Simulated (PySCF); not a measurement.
# C$_{3}$H$_{9}$B, SMILES `CB(C)C`: electronic structure

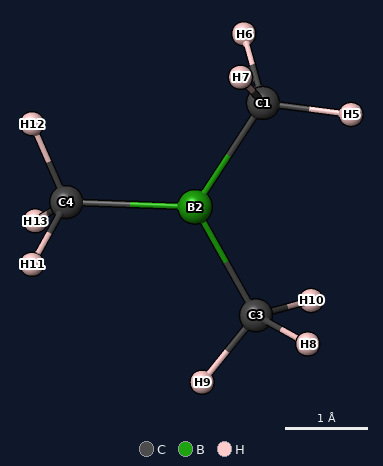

The molecule, with its atoms numbered as below. No frequency check shows the geometry to be a minimum.

Coordinates in Å:

```
C1      -1.5613    0.2271   -0.0000
B2       0.0004    0.0000   -0.0002
C3       0.9772    1.2385   -0.0000
C4       0.5839   -1.4656   -0.0000
H5      -1.8633    1.2716    0.0006
H6      -2.0173   -0.2488   -0.8678
H7      -2.0173   -0.2488    0.8677
H8       0.7931    1.8714    0.8677
H9       2.0328    0.9778    0.0006
H10      0.7931    1.8714   -0.8678
H11      1.2241   -1.6226    0.8677
H12     -0.1697   -2.2494    0.0006
H13      1.2241   -1.6226   -0.8678
```

Part 1: Bonding charge

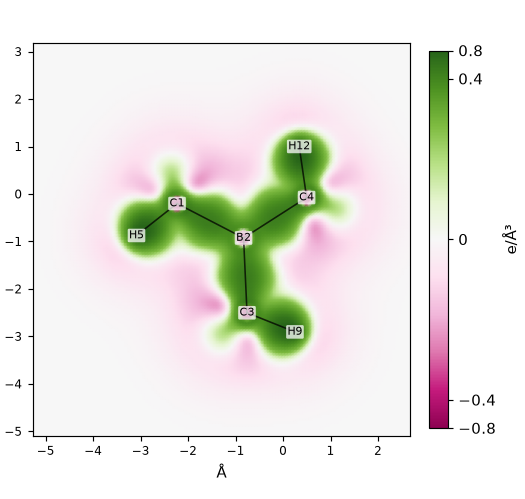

Deformation density (molecule less spherical, spin-averaged free atoms) in the plane of C1, B2, C3, C4, H5, H9 and H12; colour scale in e/Å³, logarithmic beyond ±0.1; green: gain, pink: loss.

Method: PBE0/aug-cc-pVDZ; geometry: GFN2-xTB; program: PySCF.

Q: Describe the bonding that the map shows.

A: C3–H9, C1–H5 and C4–H12: +0.64 e/Å³ at the bond critical point (bond length 1.09 Å). B2–C3, B2–C4 and C1–B2: +0.40 e/Å³ at the bond critical point (bond length 1.58 Å). In all, 2.9 electrons gather in the regions of gain relative to the promolecule.

Q: Where do the Hirshfeld charges lie?

A: The highest Hirshfeld charge is on B2 (+0.22 e), the lowest on C1, C3 and C4 (−0.20 e).

Part 2: Local ionisation energy

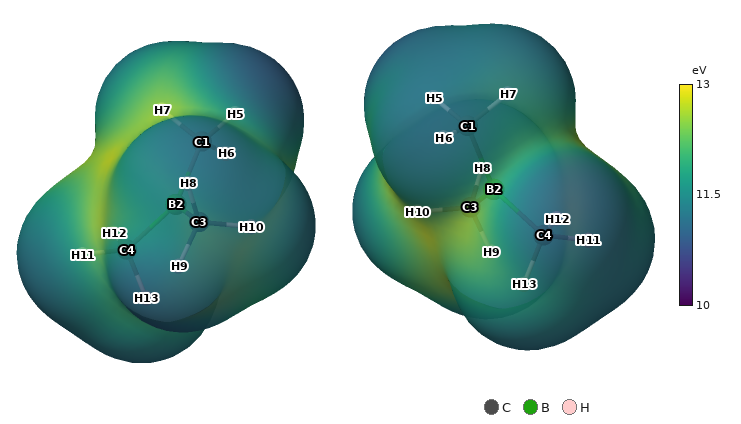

Average local ionisation energy on the surface of electron density 0.001 a.u. (back view left, front view right).

Q: Where are the most loosely bound electrons on this surface?

A: The lowest value is 10.9 eV, 1.4 Å from H9, and at like points elsewhere. For comparison, the highest occupied orbital lies at −8.5 eV.

Q: What volume does the surface enclose, and what is the dipole moment?

A: About 112 Å³; the dipole moment is 0.0 D.

Part 3: In an electric field

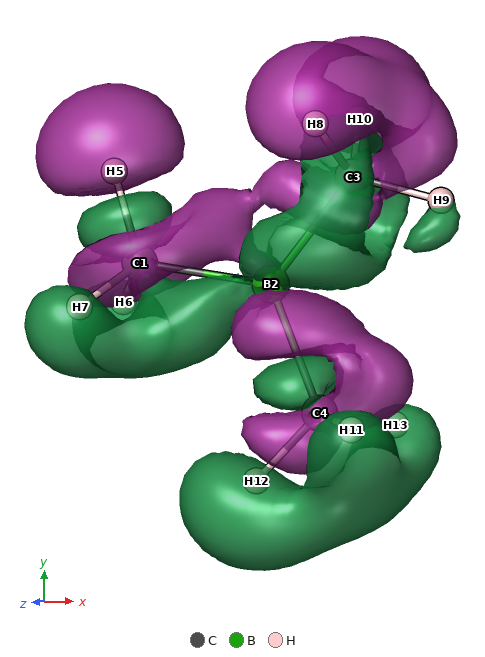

Change of the electron density in a uniform field of 0.51 V/Å, surfaces at ±0.003 e/Å³ (green: gain, purple: loss).

PySCF calculation, B3LYP/6-31+G*, gas phase; geometry: GFN2-xTB. The basis has diffuse s and p functions alone, which still leaves polarisabilities too small, most of all across bonds.

The field was applied in both directions; the picture shows the one opposite to the script's first.

Q: Along which Cartesian direction does the field point?

A: Along +y: electrons gather on the −y side, against the field.

Q: How large is the response?

A: The induced dipole is 1.37 D (along the field); α along this axis, from the fields in both directions, is 54 bohr³ (8.0 Å³).

Part 4: Localised orbitals

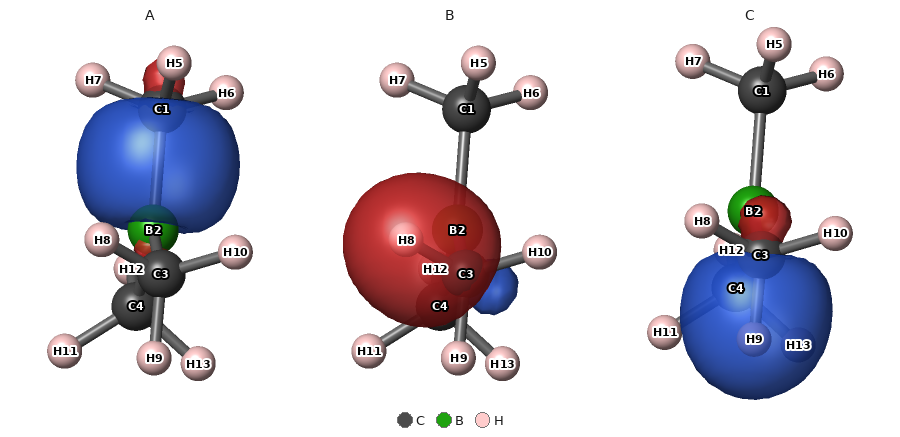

Pipek–Mezey orbitals, occupied; each surface holds about 80 % of the orbital's density. Energies are diagonal elements of the Fock matrix.

Computed with PySCF, B3LYP/def2-TZVP, geometry: GFN2-xTB. This is a single-reference result, which may miss multireference character in this system.

Q: What does each orbital represent in a Lewis picture?

A: By panel:
- A: σ bond C1–B2 (C1 58 %, B2 41 %; −12.1 eV)
- B: σ bond C3–H8 (C3 55 %, H8 43 %; −12.7 eV)
- C: σ bond C3–H9 (C3 55 %, H9 44 %; −12.5 eV)

Q: How do all the valence pairs divide up?

A: 12 pairs: 12 σ bonds.

Part 5: Stretching a bond

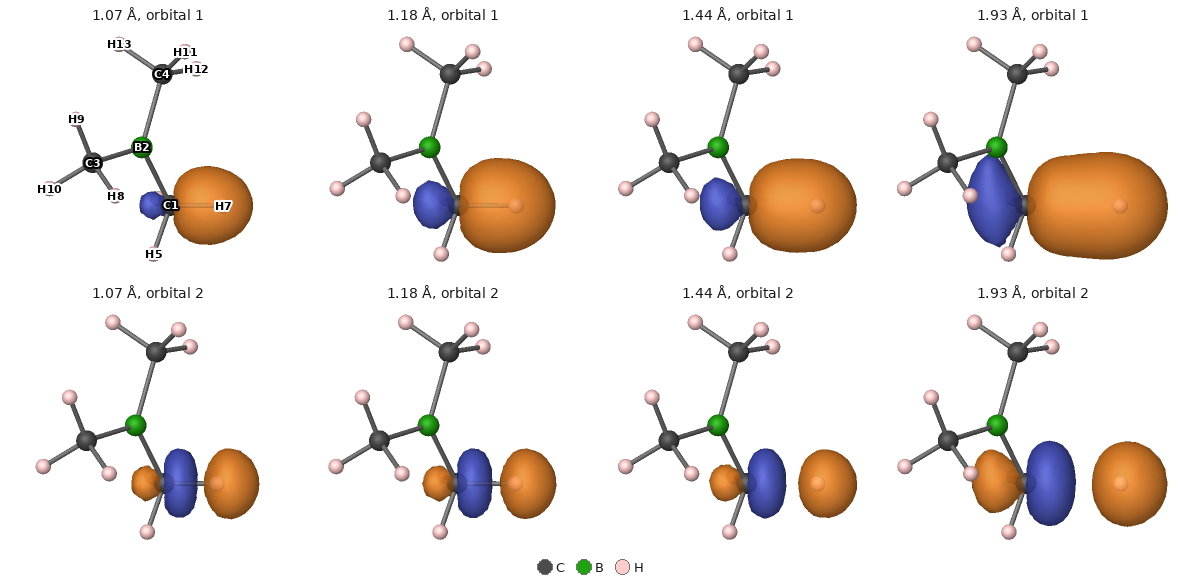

Rigid stretch of the C1–H7 bond. The two CASSCF(2,2) natural orbitals nearest half filling (orbital 1 the more occupied).

Level of theory: def2-SVP basis (PySCF), at a geometry from GFN2-xTB.

Q: How do the occupations change along the stretch?

A: 1.07 Å: 1.98 and 0.02; 1.18 Å: 1.98 and 0.02; 1.44 Å: 1.95 and 0.05; 1.93 Å: 1.83 and 0.17. At the longest distance computed (3.00 Å) they are 1.30 and 0.70, and the effective number of unpaired electrons is 1.6.

Q: Where does the UHF solution part from RHF?

A: Between 1.66 Å (⟨S²⟩ = 0, the two coincide) and 1.93 Å (⟨S²⟩ = 0.56); at 3.00 Å ⟨S²⟩ is 0.99 and UHF lies 3.3 eV below RHF.

Q: How much energy does the stretch cost?

A: By CASSCF, 4.1 eV from the lowest point of the scan (1.07 Å) to 3.00 Å; RHF gives 7.0 eV from its own lowest point. The fragments aren't relaxed and dynamic correlation is missing, so this isn't a bond dissociation energy.
